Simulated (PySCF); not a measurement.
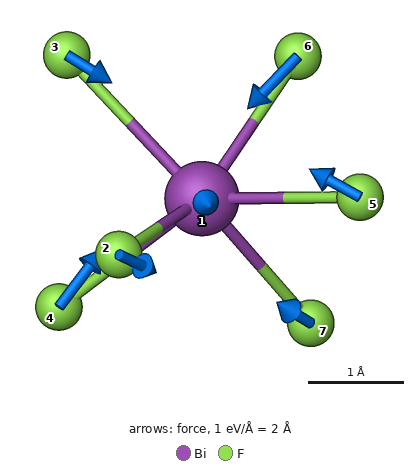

Starting geometry of BiF6 (charge −1) with the computed forces as blue arrows. Style: ball-and-stick. Shown at a tilt.

The start is a saddle point found before, displaced along its imaginary mode.

The calculation used RKS TPSS, Bi def2-SVP with ECP60, F def2-SVP; non-relativistic Hamiltonian with scalar-relativistic core potentials; density fitting (PySCF 2.14.0).

Input file:
```
mol = gto.M(atom='''
Bi    -0.00436     0.00002    -0.00000
F      1.58607    -0.24158     1.31282
F     -0.55544     1.51263     1.31315
F     -1.00668    -1.26688     1.30947
F      1.58813     0.22783    -1.31279
F     -0.99565     1.27555    -1.30948
F     -0.56850    -1.50776    -1.31316''',
    basis={'Bi': 'def2-SVP', 'F': 'def2-SVP'},
    ecp={'Bi': 'def2-SVP'},
    charge=-1, spin=0)
mf = dft.RKS(mol, xc='TPSS')
mf.grids.atom_grid = (50, 194)  # f atoms: at least (60, 302), unpruned
mf = mf.density_fit()  # Bi def2-universal-JKFIT, F def2-universal-JKFIT
mf.conv_tol = 1e-08; mf.max_cycle = 55
mf.kernel(dm0)
# quasi-Newton relaxation in Cartesian coordinates to a largest gradient under 0.00045 Eh/bohr, steps kept in the point group
```

Run as
```bash
OMP_NUM_THREADS=2 python run.py
```

### Is this structure relaxed? If not, where do the atoms go?

It isn't relaxed: the largest force vector, on F4, is 0.40 eV/Å. The final displacements follow the starting forces only in part (cosine between the two patterns 0.60). After 9 geometry steps the energy has fallen by 65.1 kJ/mol. Largest force component: 0.3 eV/Å at the start, 0.0038 eV/Å at the end. The largest moves after the best rigid fit, 0.64 Å, are those of F4 and F6. Largest moves by element: F 0.64 Å, Bi 0.01 Å. Among the contacts that change: Bi1–F2 2.076 → 2.056 Å. Bond angles that change, for instance: F2–Bi1–F6 146.6° → 179.8°, F4–Bi1–F6 122.7° → 90.0°, F2–Bi1–F7 121.5° → 90.3°.

Limits of the set-up: the basis has no diffuse functions, which an anion needs.
